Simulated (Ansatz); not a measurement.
# BrH7Si4: ladder of methods at one geometry

Aim: a ladder of methods at one geometry, for BrH7Si4, run from a script.

Computed with Ansatz 0.2.0, driven from Python. The levels of theory stand in the script.

### Step 1. The structure

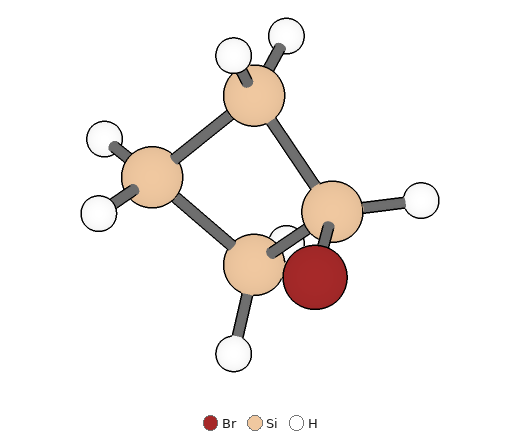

The starting structure, viewed from a chosen angle; bromine red, silicon light orange, hydrogen white.

The script reads brh7si4.xyz:

```xyz
12

Br    2.16010   -2.07420    0.93530
Si    0.92340   -1.11110   -0.61240
Si   -1.27500   -0.97500   -0.02380
Si   -0.76280    1.02080    0.97030
Si    0.98540    1.16510   -0.49820
H     1.18220   -1.68380   -1.96270
H    -2.17420   -0.80610   -1.19930
H    -1.74990   -2.03040    0.91360
H    -0.31710    0.86290    2.38120
H    -1.79850    2.07670    0.79880
H     0.59390    1.81470   -1.78030
H     2.23270    1.74020    0.07770
```

### Step 2. The script

run_methods.py

```python
from dataclasses import dataclass
from pathlib import Path

import ansatz as az
import numpy as np


@dataclass(frozen=True)
class Settings:
    basis: str = 'def2-SVP'


settings = Settings()

brh7si4 = az.Crystal.molecule_from_extxyz('brh7si4.xyz')

model = brh7si4.calculation().basis(gaussian=settings.basis)

print('functional    E (Ha)        dipole (D)   HOMO (eV)  LUMO (eV)')
for name in ['pbe0', 'blyp', 'hse06', 'lc_wpbe']:
    rep = model.functional(name).forces().orbitals().run(threads=1, runs_dir='runs').report
    lines = Path(rep['orbitals_path']).read_text().splitlines()
    field_of = lambda key: [line.split('=')[1].strip() for line in lines if line.startswith(key)]
    orbitals = [(27.211386 * float(e), s, float(n)) for e, s, n in zip(field_of('Ene='), field_of('Spin='), field_of('Occup='))]
    homo = max(e for e, _, n in orbitals if n > 0.5)
    lumo = min(e for e, _, n in orbitals if n < 0.5)
    dipole = 4.803205 * np.linalg.norm(rep['charge_distribution']['dipole_moment_e_ang'])
    print(f'{name:10s} {rep["free_energy_ev"] / 27.211386246:14.6f} {dipole:9.3f} {homo:11.3f} {lumo:10.3f}')
```

### Step 3. What the engine is handed

The package turns the script's settings into the engine's input (first run):

```yaml
crystal:
  periodic: [false, false, false]
  atoms:
    - { symbol: Br, position_ang: [2.1601, -2.0742, 0.9353] }
    - { symbol: Si, position_ang: [0.9234, -1.1111, -0.6124] }
    - { symbol: Si, position_ang: [-1.275, -0.975, -0.0238] }
    - { symbol: Si, position_ang: [-0.7628, 1.0208, 0.9703] }
    - { symbol: Si, position_ang: [0.9854, 1.1651, -0.4982] }
    - { symbol: H, position_ang: [1.1822, -1.6838, -1.9627] }
    - { symbol: H, position_ang: [-2.1742, -0.8061, -1.1993] }
    - { symbol: H, position_ang: [-1.7499, -2.0304, 0.9136] }
    - { symbol: H, position_ang: [-0.3171, 0.8629, 2.3812] }
    - { symbol: H, position_ang: [-1.7985, 2.0767, 0.7988] }
    - { symbol: H, position_ang: [0.5939, 1.8147, -1.7803] }
    - { symbol: H, position_ang: [2.2327, 1.7402, 0.0777] }
basis:
  gaussian:
    orbitals: def2-SVP
hamiltonian:
  xc: pbe0
output:
  orbitals: {}
  forces: true
```

### Step 4. Running it

Run with:

```console
> python run_methods.py
```

The log of the run:

```text
functional    E (Ha)        dipole (D)   HOMO (eV)  LUMO (eV)
pbe0         -3734.900774     1.112      -7.441     -1.679
blyp         -3735.656925     0.890      -6.119     -2.091
hse06        -3734.878680     1.108      -7.053     -2.048
lc_wpbe      -3734.954819     1.252      -9.916      0.421
```

Wall time 41 s (1 thread of Arm Neoverse V2, shared host); peak memory 0.48 GiB.

### Step 5. Inputs of later runs

The engine's inputs for the other runs:

Run 2, against run 1:

```diff
@@ -20 +20 @@
-  xc: pbe0
+  xc: blyp
```

Run 3, against run 1:

```diff
@@ -20 +20 @@
-  xc: pbe0
+  xc: hse06
```

Run 4, against run 1:

```diff
@@ -20 +20 @@
-  xc: pbe0
+  xc: lc_wpbe
```

### Step 6. What each run gave

One row for each of the 4 runs:

```csv
run,functional,energy (eV),SCF cycles,CPU time (s)
1,pbe0,-101631.8275,16,11
2,blyp,-101652.4035,17,6.9
3,hse06,-101631.2263,16,12
4,lc_wpbe,-101633.2982,17,10
```

Totals hang on method, basis and potentials, so only like runs compare.

The fields below are those of run 1.

### Step 7. Orbitals and fields

Orbitals, density, ELF and potential are computed afterwards from the orbital file.

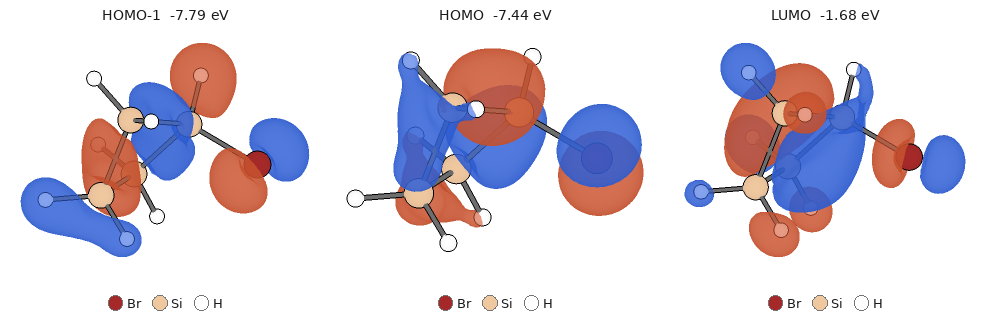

Frontier orbitals at PBE0/def2-SVP; each surface holds 70 % of the orbital's density, blue and red mark the sign.

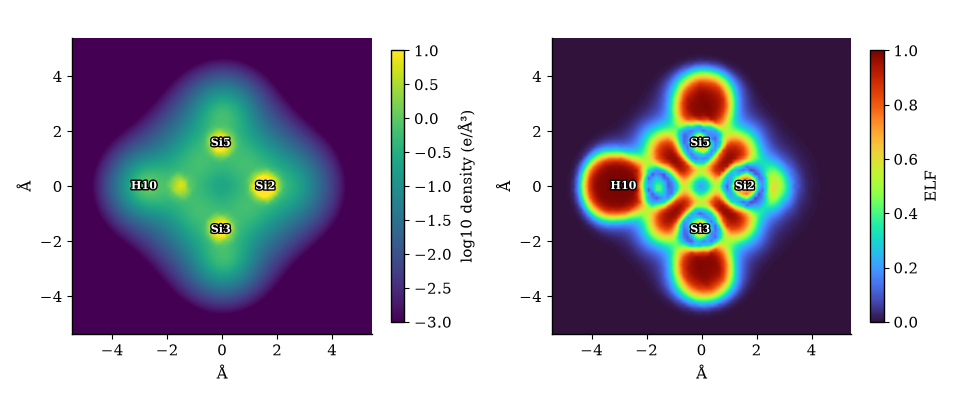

Density (left) and ELF (right) in a plane through or near 4 of the atoms.

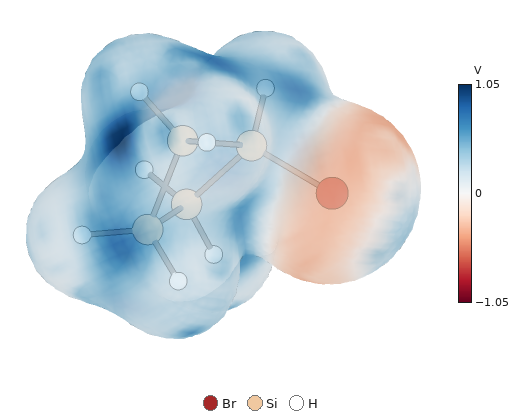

Electrostatic potential on the surface of density 0.002 e/bohr³; red is low, blue high. It runs from -0.36 V near Br1 to 1.05 V near H11.

### Step 8. Summary of results

```
                                       quantity    value
                                  runs compared        4
HOMO-LUMO gap of the mean field (PBE0/def2-SVP)  5.76 eV
```

**Reading.** All 4 runs converged (16 to 17 cycles). The geometry is a force-field or estimated start, not a minimum of this method, and the basis set is short of its limit. A lower total doesn't mark the better method: functionals have no common bound, and MP2 and coupled cluster aren't variational. Levels such as HOMO and LUMO are orbital energies: with these approximate functionals they aren't the ionisation energy and electron affinity, and their gap isn't the fundamental gap. hse06 follows the composition of plane-wave codes, whose totals differ by tens of mHa, up to about 0.1 Ha, from the form usual in Gaussian-basis programs (wpbeh).
